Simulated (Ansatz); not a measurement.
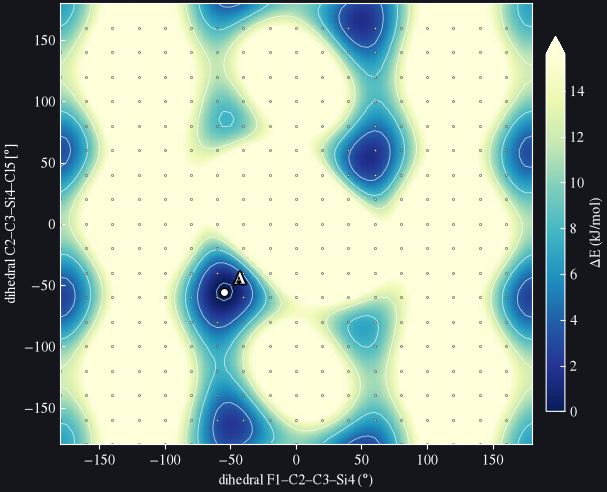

C₂H₆ClFSi, SMILES FCC[SiH2]Cl. The first coordinate is: dihedral F1–C2–C3–Si4; the second: dihedral C2–C3–Si4–Cl5. Nothing is relaxed (all other coordinates rigid). The scan uses an 18 × 18 grid. Points are written as (first, second). All energies are given in kJ/mol relative to the lowest grid point. Method: RHF/def2-SVP in Ansatz.

Drawn: a smooth colour map with a few white contour lines, dots at the grid points, one colour for all values above the top of the scale, the well A. Between grid points the surface is interpolated.

Estimate the position of the minimum and the force constants in these coordinates. Take the well at A.

The interpolated minimum is at dihedral F1–C2–C3–Si4 ≈ −54°, dihedral C2–C3–Si4–Cl5 ≈ −56°. The curvatures there are about 0.73 eV/rad² and 0.52 eV/rad², with a cross term of about −0.04 eV/rad². Round the minimum the two coordinates are weakly coupled (coupling −0.06 in units of the two stiffnesses). (1 eV is 96.5 kJ/mol.)
